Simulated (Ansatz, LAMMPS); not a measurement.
# Convergence of a linear-scaling basis for glassy 68SiO2-14MgO-11ZnO-7BaO (mol %) (75 atoms), part 3 of 3

Wanted: errors and times of a linear-scaling basis for glassy 68SiO2-14MgO-11ZnO-7BaO (mol %) (75 atoms). A setting counts as converged where the r.m.s. difference of forces stays under 1 % of the r.m.s. force.

Ansatz 0.2.0; Kohn-Sham DFT, PBE, PAW (set soft_2), plane waves.

The cell: 19 Si, 4 Mg, 3 Zn, 2 Ba and 47 O. The quench rate of 25 K/ps is orders of magnitude faster than experiment. The starting topology of bonds comes from the classical model. The Brillouin zone is sampled at Γ only, in a cell whose shortest periodic width is 11 Å. Spin–orbit coupling is left out.

So far. Step 7 (Support functions medium, radius 3.68 Å): Forces differ from the reference by 0.80 meV/Å r.m.s., 0.086 % of their size, well within a tolerance of 1 %; the energy by -4.7 meV/atom. It took 1.8 min and 17 cycles; the reference's time can't be set against it, since the two runs asked for unlike analyses. Step 8 (A run with a doubtful setting): The fault in the input: an unknown element (crystal.atoms[0].symbol = "si"). The fix is to type the element's symbol rightly.

### Step 10. What the reference run shows (continued)

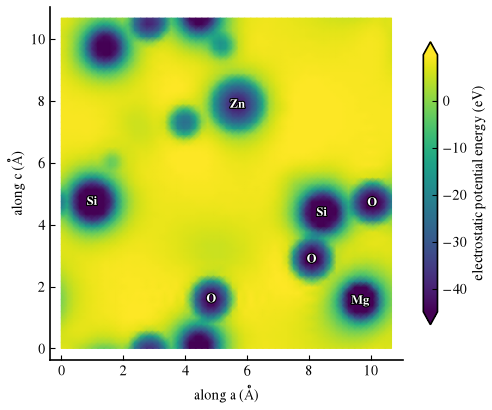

Electrostatic potential energy in the ac plane at fractional y = 0.646, with atoms of Si and Mg and Zn and O within 0.2 Å of it. With pseudopotentials it is smooth inside the atoms' cores, unlike the true potential.

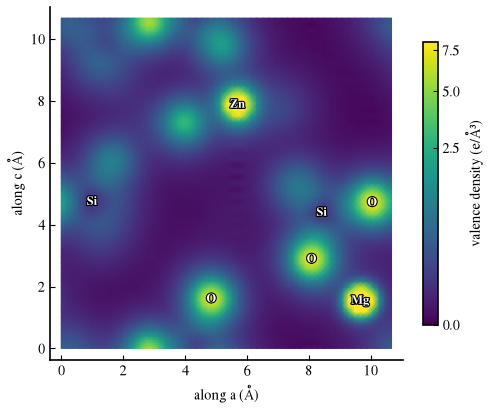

Valence density in the ac plane at fractional y = 0.646, with atoms of Si and Mg and Zn and O within 0.2 Å of it. It is the smooth field of the valence electrons, not physical close to the nuclei. The colour scale is stretched toward low values.

Mean Löwdin charges: Ba +1.85, Mg +1.64, O -0.90, Si +1.73, Zn +1.49 e (they miss 1.2 % of the electrons, so they add up to more than the cell's charge).

### Step 11. Structure statistics

These statistics describe the geometry on which the runs were made.

Density 2.53 g/cm³, 16.22 Å³ an atom.

Pair distribution functions g(r), in bins of 0.2 Å:

| r (Å) | total | O-O | O-Si | O-Mg | O-Zn | O-Ba | Si-Si |
| --- | --- | --- | --- | --- | --- | --- | --- |
| 1.50 | 1.53 | 0.00 | 4.83 | 0.00 | 0.00 | 0.00 | 0.00 |
| 1.70 | 3.45 | 0.00 | 10.88 | 0.00 | 0.00 | 0.00 | 0.00 |
| 1.90 | 0.40 | 0.00 | 0.00 | 2.71 | 4.45 | 0.00 | 0.00 |
| 2.10 | 0.57 | 0.00 | 0.00 | 4.20 | 5.75 | 0.00 | 0.00 |
| 2.30 | 0.03 | 0.00 | 0.00 | 0.52 | 0.00 | 0.00 | 0.00 |
| 2.50 | 1.03 | 2.54 | 0.00 | 0.40 | 0.00 | 0.00 | 0.00 |
| 2.70 | 1.81 | 4.48 | 0.00 | 0.72 | 0.00 | 0.00 | 0.00 |
| 2.90 | 0.51 | 0.63 | 0.00 | 0.29 | 0.00 | 3.09 | 1.21 |
| 3.10 | 0.80 | 0.27 | 0.33 | 0.26 | 0.70 | 2.09 | 5.21 |
| 3.30 | 0.83 | 0.77 | 0.24 | 0.23 | 0.95 | 2.36 | 1.53 |
| 3.50 | 0.83 | 0.76 | 1.01 | 0.61 | 0.85 | 1.23 | 0.00 |
| 3.70 | 0.92 | 0.57 | 1.19 | 1.31 | 1.50 | 0.78 | 0.00 |
| 3.90 | 1.22 | 0.81 | 2.06 | 1.35 | 0.45 | 0.34 | 0.35 |
| 4.10 | 1.12 | 0.84 | 1.71 | 1.06 | 1.22 | 0.61 | 0.95 |
| 4.30 | 1.21 | 0.80 | 1.92 | 1.25 | 1.52 | 0.56 | 0.43 |
| 4.50 | 0.85 | 0.89 | 0.51 | 2.04 | 1.52 | 1.01 | 0.81 |
| 4.70 | 0.97 | 1.01 | 0.83 | 1.04 | 1.57 | 1.16 | 0.86 |
| 4.90 | 1.00 | 1.24 | 0.70 | 0.65 | 0.58 | 1.91 | 1.35 |
| 5.10 | 1.08 | 1.52 | 0.71 | 0.79 | 0.39 | 1.79 | 0.83 |

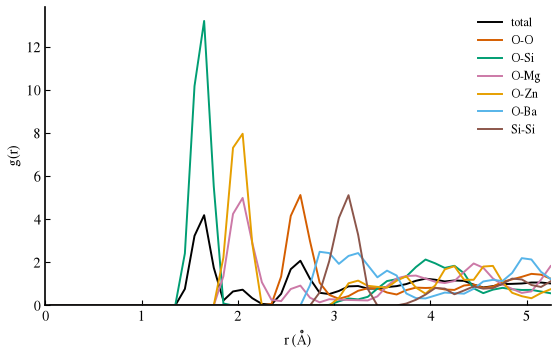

Pair distribution functions, lightly smoothed.

Local excerpt of 9 atoms (numbers count through the whole input) about O58, which bears the longest force; x, y, z are measured from there.

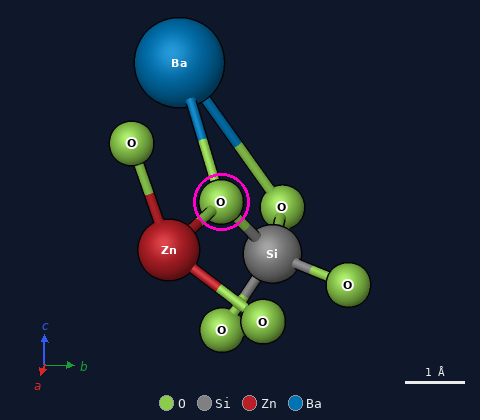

The atoms of the table, within 2.9 Å (arrows a, b, c point along x, y, z); some may hide others; the central atom is ringed.

| atom | x | y | z | distance (Å) | Löwdin charge (e) | Fx | Fy | Fz (eV/Å) |
| --- | --- | --- | --- | --- | --- | --- | --- | --- |
| O58 | 0.00 | 0.00 | 0.00 | 0.00 | -1.01 | 0.67 | -1.85 | 2.21 |
| Si11 | -0.72 | 0.85 | -1.08 | 1.55 | 1.72 | 0.05 | -0.50 | -1.61 |
| Zn26 | 1.83 | -0.75 | -0.36 | 2.01 | 1.49 | 0.10 | 0.90 | -0.22 |
| O69 | 0.15 | 2.21 | -1.32 | 2.58 | -0.83 | -0.78 | 1.69 | -0.59 |
| O54 | -2.32 | 0.89 | -0.71 | 2.58 | -0.82 | -0.30 | 1.03 | 0.91 |
| O38 | -0.74 | 0.03 | -2.47 | 2.58 | -0.83 | 0.51 | 0.40 | -0.18 |
| Ba28 | -1.91 | -0.90 | 1.87 | 2.82 | 1.84 | 0.12 | 0.10 | -0.29 |
| O72 | 1.91 | -1.42 | 1.51 | 2.82 | -1.02 | -1.78 | -0.79 | -1.98 |
| O49 | 2.38 | 0.93 | -1.39 | 2.91 | -1.01 | 1.10 | -1.39 | -1.02 |

### Step 12. What came out

```
free energy per atom                             : -911.6719 eV/atom
pressure                                         : 0.9138 GPa
r.m.s. force component                           : 0.9278 eV/Å
gap (highest filled to lowest empty level) : 2.184 eV
wall time of the 4 DFT runs                      : 5.7 min
```

**Reading.** Against plane waves at 420 eV, the forces differ by 0.78 meV/Å (0.085 %) with support functions medium. At 75 atoms the fastest of the runs at a preset level, support functions low, takes roughly 7.0 times the time of plane waves (whose run also made extra analyses, so the like-for-like ratio is larger), in 15 SCF cycles against 10. Differences between support functions and plane waves include what basis error the plane-wave run still has. The force difference hardly changes among these support-function runs, which points to the basis of the plane-wave reference as its main source.

Between filled and empty levels lie 2.18 eV (at Γ alone); a semilocal functional tends to put such gaps too low. In a disordered cell it changes from sample to sample, and tail or defect levels can set it.

What to keep in mind: The geometry was minimised with a classical potential after classical dynamics and isn't relaxed at this level: its force components are 0.93 eV/Å r.m.s. The stress is far from hydrostatic: its diagonal is 0.2, -0.3, 2.9 GPa, compression counted positive.

[Logs are printed without paths, hosts, clocks, repeated set-up lines and the standing remarks that a program may print on its own settings, such as how far it seeks lower states.]

[Hosts, paths, dates, database ids (printed as entryN), source tags and the programs' standing remarks are cut or masked in the printed files.]
